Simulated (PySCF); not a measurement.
**Two runs on C₇H₉O₂P**

System: C₇H₉O₂P.
Method of run A: GIAO HF/pcSseg-1 NMR shielding, non-relativistic, gas phase (PySCF 2.14.0).

The geometry comes from this level: PBE0-D3(BJ)/def2-SVP. Text and figures count atoms from 1; the logs count them from 0 in places.

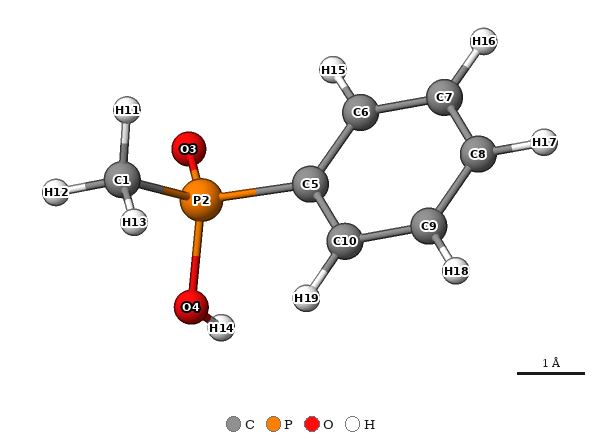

The structure (ball-and-stick view, seen at a tilt; atoms are numbered from 1 in the order of the input). Bond lengths as drawn: C–C 1.39 to 1.40 Å, C–H 1.09 to 1.10 Å, C–P 1.80 to 1.81 Å, H–O 0.97 Å and O–P 1.49 to 1.63 Å.

### The input, run A
```
{"job": {"kind": "nmr", "xc": "HF", "basis": "pcSseg-1", "pop": false}, "charge": 0, "multiplicity": 1}
C      2.585965     0.801889    -0.258511
P      1.680567    -0.565628     0.484217
O      2.072649    -0.931326     1.872976
O      1.941329    -1.712630    -0.650675
C     -0.085364    -0.185491     0.345975
C     -0.797752     0.071859     1.521690
C     -2.155357     0.380557     1.458118
C     -2.803550     0.424899     0.224173
C     -2.098012     0.155431    -0.949394
C     -0.741056    -0.151734    -0.890657
H      2.403236     1.706146     0.338074
H      3.658018     0.561040    -0.229034
H      2.273173     0.973176    -1.297645
H      1.666162    -2.576601    -0.316454
H     -0.271565     0.014945     2.478062
H     -2.712046     0.583012     2.376294
H     -3.868466     0.665636     0.175640
H     -2.610856     0.179494    -1.913905
H     -0.188364    -0.380527    -1.805995
```

The first line tells a small driver script what to run in PySCF; the rest is the geometry in Å.

Command:
```bash
OMP_NUM_THREADS=1 python <driver script> task.json out
```

Hardware: 1 CPU thread, shared host.

### Output (run A)
```
final grid: 161152 points
cycle   1  E = -760.5368200425  dE =  2.768e+00  |g| = 9.236e-01  |ddm| = 4.168e+00
cycle   2  E = -760.6764922968  dE = -1.397e-01  |g| = 6.353e-01  |ddm| = 1.475e+00
cycle   3  E = -760.7504262780  dE = -7.393e-02  |g| = 1.116e-01  |ddm| = 6.606e-01
cycle   4  E = -760.7538142681  dE = -3.388e-03  |g| = 3.556e-02  |ddm| = 1.898e-01
cycle   5  E = -760.7540964881  dE = -2.822e-04  |g| = 7.847e-03  |ddm| = 3.995e-02
cycle   6  E = -760.7541144139  dE = -1.793e-05  |g| = 1.726e-03  |ddm| = 9.745e-03
cycle   7  E = -760.7541165365  dE = -2.123e-06  |g| = 7.806e-04  |ddm| = 3.227e-03
cycle   8  E = -760.7541170487  dE = -5.122e-07  |g| = 4.046e-04  |ddm| = 1.398e-03
cycle   9  E = -760.7541172804  dE = -2.317e-07  |g| = 1.860e-04  |ddm| = 1.174e-03
cycle  10  E = -760.7541173236  dE = -4.321e-08  |g| = 7.508e-05  |ddm| = 5.275e-04
cycle  11  E = -760.7541173300  dE = -6.452e-09  |g| = 2.153e-05  |ddm| = 2.426e-04
cycle  12  E = -760.7541173304  dE = -3.215e-10  |g| = 7.291e-06  |ddm| = 4.929e-05
converged SCF energy = -760.7541173304

GIAO shielding tensors (ppm)
atom      isotropic    diamagn.    paramagn.     s11        s22        s33       span
  0 C      173.709     255.099     -81.390    163.889    166.264    190.975     27.086
  1 P      328.445     961.889    -633.444    244.703    289.435    451.196    206.493
  2 O      221.815     397.032    -175.216    178.326    188.654    298.466    120.140
  3 O      241.018     394.928    -153.910    197.848    237.053    288.153     90.305
  4 C       52.472     272.096    -219.625    -44.819     23.212    179.022    223.842
  5 C       46.709     252.040    -205.332    -76.277     27.471    188.932    265.210
  6 C       56.399     256.745    -200.346    -61.277     44.756    185.717    246.994
  7 C       49.046     256.619    -207.573    -72.639     35.042    184.735    257.374
  8 C       57.078     256.374    -199.296    -60.937     46.711    185.459    246.395
  9 C       50.424     254.226    -203.802    -70.438     35.468    186.241    256.679
 10 H       30.537      30.855      -0.318     26.359     28.970     36.283      9.924
 11 H       29.913      26.316       3.596     25.955     26.649     37.133     11.178
 12 H       30.341      32.243      -1.903     25.593     29.180     36.248     10.655
 13 H       28.837      31.043      -2.207     22.039     23.452     41.019     18.980
 14 H       23.186      33.134      -9.948     18.007     22.388     29.163     11.156
 15 H       24.077      30.159      -6.082     19.895     25.329     27.008      7.112
 16 H       23.932      29.449      -5.516     20.105     25.066     26.626      6.522
 17 H       24.138      31.098      -6.960     19.955     25.274     27.185      7.230
 18 H       23.768      34.155     -10.387     19.151     22.654     29.499     10.348
```

For run B the input was changed thus:
```diff
-"xc": "HF"
+"xc": "PBE0"
-"pop": false
```

How does run B compare with run A?

The total energies belong to different methods, so their difference says nothing on which is more stable or more accurate. The HOMO goes from −9.61 to −7.67 eV. The LUMO goes from 2.47 to −1.04 eV. The dipole moment goes from 3.92 to 3.44 D. Of all shieldings, the largest change is that of O3, by −42.8 ppm. The method changes from HF to PBE0. The SCF takes 14 iterations against 12.

### Output (run B)
```
coarse grid: 16984 points
cycle   1  E = -763.0537954779  dE =  1.812e+00  |g| = 1.067e+00  |ddm| = 4.316e+00
cycle   2  E = -762.5440482319  dE =  5.097e-01  |g| = 1.921e+00  |ddm| = 3.456e+00
cycle   3  E = -763.2476056921  dE = -7.036e-01  |g| = 3.373e-01  |ddm| = 2.770e+00
cycle   4  E = -763.2704409564  dE = -2.284e-02  |g| = 8.709e-02  |ddm| = 3.795e-01
cycle   5  E = -763.2715452057  dE = -1.104e-03  |g| = 3.463e-02  |ddm| = 8.745e-02
cycle   6  E = -763.2718249160  dE = -2.797e-04  |g| = 6.369e-03  |ddm| = 3.608e-02
cycle   7  E = -763.2718331257  dE = -8.210e-06  |g| = 3.140e-03  |ddm| = 9.075e-03
final grid: 161152 points
cycle   8  E = -763.3517290422  dE = -2.723e-05  |g| = 1.224e-02  |ddm| = 4.597e-02
cycle   9  E = -763.3516781119  dE =  5.093e-05  |g| = 1.978e-02  |ddm| = 3.183e-02
cycle  10  E = -763.3517619701  dE = -8.386e-05  |g| = 2.452e-03  |ddm| = 2.083e-02
cycle  11  E = -763.3517631857  dE = -1.216e-06  |g| = 3.568e-04  |ddm| = 2.365e-03
cycle  12  E = -763.3517632033  dE = -1.764e-08  |g| = 2.132e-04  |ddm| = 4.944e-04
cycle  13  E = -763.3517632138  dE = -1.049e-08  |g| = 4.422e-05  |ddm| = 2.456e-04
cycle  14  E = -763.3517632142  dE = -4.197e-10  |g| = 2.046e-05  |ddm| = 5.954e-05
converged SCF energy = -763.3517632142

GIAO shielding tensors (ppm)
atom      isotropic    diamagn.    paramagn.     s11        s22        s33       span
  0 C      166.135     256.926     -90.791    155.506    156.203    186.696     31.190
  1 P      286.513     965.235    -678.722    182.060    242.480    434.999    252.939
  2 O      179.029     396.638    -217.610    126.499    141.407    269.179    142.680
  3 O      215.292     393.317    -178.024    168.358    207.764    269.755    101.398
  4 C       44.409     271.738    -227.329    -43.363     12.418    164.172    207.536
  5 C       44.934     251.095    -206.161    -66.913     21.620    180.094    247.007
  6 C       50.450     255.123    -204.672    -59.795     34.882    176.264    236.060
  7 C       46.898     254.849    -207.950    -65.103     29.930    175.867    240.970
  8 C       51.063     255.003    -203.940    -59.709     36.850    176.048    235.757
  9 C       48.586     253.837    -205.250    -59.991     29.390    176.360    236.350
 10 H       30.143      30.838      -0.695     26.380     28.749     35.300      8.921
 11 H       29.586      26.190       3.395     26.156     26.537     36.064      9.908
 12 H       29.825      32.223      -2.399     25.324     28.806     35.345     10.021
 13 H       28.846      31.259      -2.413     23.100     23.745     39.691     16.591
 14 H       23.057      33.392     -10.336     18.499     21.762     28.909     10.410
 15 H       23.692      29.898      -6.207     20.096     24.263     26.716      6.620
 16 H       23.690      29.243      -5.554     20.339     24.268     26.461      6.122
 17 H       23.750      30.808      -7.058     20.165     24.248     26.839      6.674
 18 H       23.524      34.133     -10.609     19.439     21.933     29.198      9.759
```

### The two runs side by side

| quantity | run A | run B |
| --- | --- | --- |
| outcome | converged | converged |
| total energy (hartree) | −760.754117 | −763.351763 |
| HOMO (eV) | −9.61 | −7.67 |
| LUMO (eV) | 2.47 | −1.04 |
| dipole moment (D) | 3.92 | 3.44 |
| shielding of C1 (ppm) | 173.7 | 166.1 |
| shielding of P2 (ppm) | 328.4 | 286.5 |
| shielding of O3 (ppm) | 221.8 | 179.0 |
| shielding of O4 (ppm) | 241.0 | 215.3 |
| shielding of C5 (ppm) | 52.5 | 44.4 |
| shielding of C7 (ppm) | 56.4 | 50.5 |
| shielding of C9 (ppm) | 57.1 | 51.1 |
| SCF iterations | 12 | 14 |
| basis functions | 222 | 222 |
| wall time (shared host) | 39 s | 1.7 min |
